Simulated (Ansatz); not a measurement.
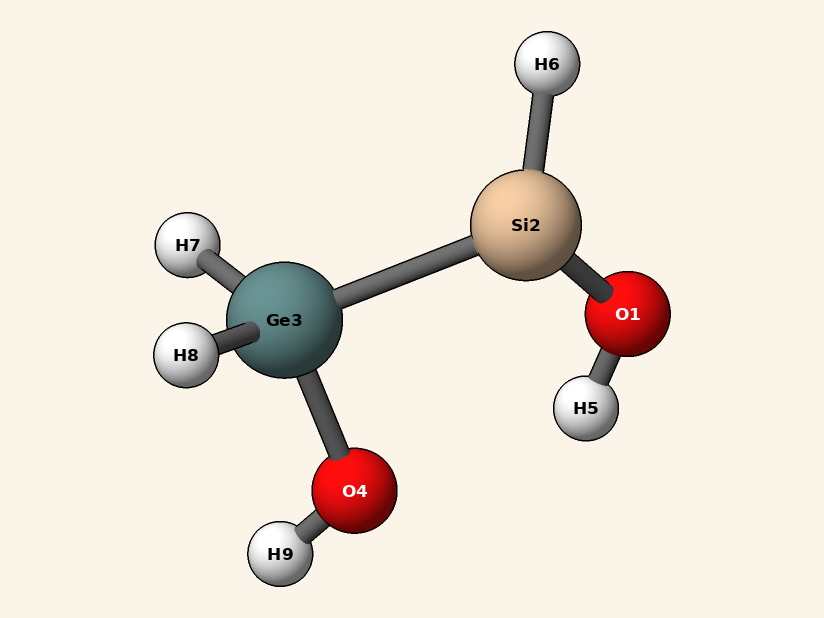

The questions are on Mulliken charges. Charge 0, doublet. The geometry was computed by an optimisation with PBE0-D4/def2-TZVP. No frequency run is at hand to confirm it as a minimum. Method: UKS PBE0-D4/def2-TZVP (Ansatz 0.2.0).

Question: Which atom carries the highest charge (most positive or least negative)?

Answer: H5 (0.35 e).

Question: And the lowest?

Answer: O4 (−0.62 e).

Give the Mulliken charges atom by atom.

| atom | value (e) |
| --- | --- |
| O1 | −0.49 |
| Si2 | 0.20 |
| Ge3 | 0.26 |
| O4 | −0.62 |
| H5 | 0.35 |
| H6 | −0.01 |
| H7 | 0.00 |
| H8 | 0.00 |
| H9 | 0.32 |

Mulliken values depend strongly on the basis set and can even reverse the polarity of a bond.
